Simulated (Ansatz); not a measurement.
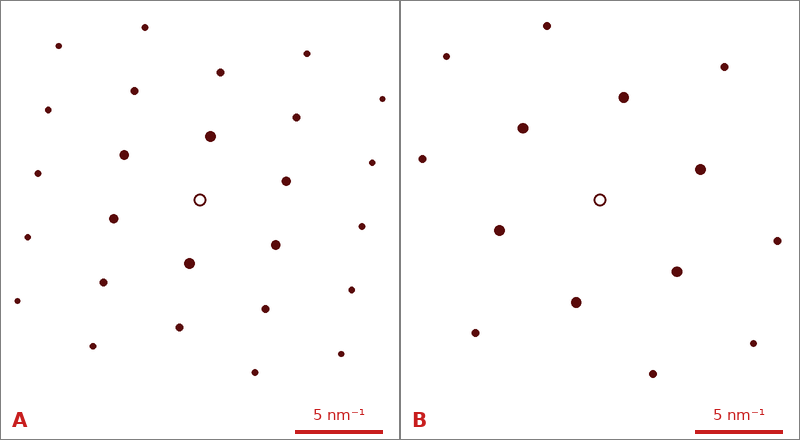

Kinematic electron diffraction patterns (300 kV, B = 0.5 Å², same scale, each along a low-index zone) of two structures of composition HfH, each relaxed at zero pressure with Ansatz 0.2.0, DFT PBE, scalar-relativistic, plane waves, PAW.

The structures (standard cells):
1. P-6m2 (No. 187), a = 3.110 Å, c = 2.896 Å (hexagonal axes), 2 atoms; generated start, possibly hypothetical
2. F-43m (No. 216), a = 4.679 Å, 8 atoms; generated start, possibly hypothetical

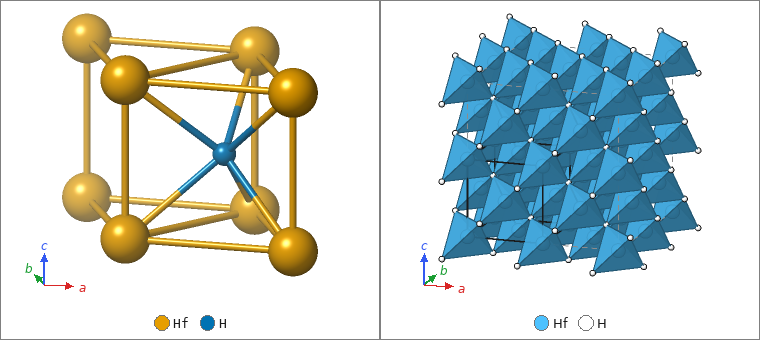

Drawings of the structures 1 to 2, from left to right (each may span several cells).

**Which pattern belongs to which structure, and along which zone?**

A is structure 1 along [101] or an equivalent direction: centred rectangular net of 0 1 0 at d = 2.69 Å and 1 0 -1 at d = 1.97 Å, 68.5° apart. B is structure 2 along [111] or an equivalent direction: hexagonal net of -2 2 0 at d = 1.65 Å and -2 0 2 at d = 1.65 Å, 60.0° apart.

**Which structure lies lowest at this level of theory, and by how much?**

Structure 2 (F-43m, 12.80 Å³ an atom) is the lowest of these; structure 1 (P-6m2, 12.13 Å³ an atom) lies about 310 meV an atom higher. These are static energies at 0 K; other structures, not shown, may lie lower still.
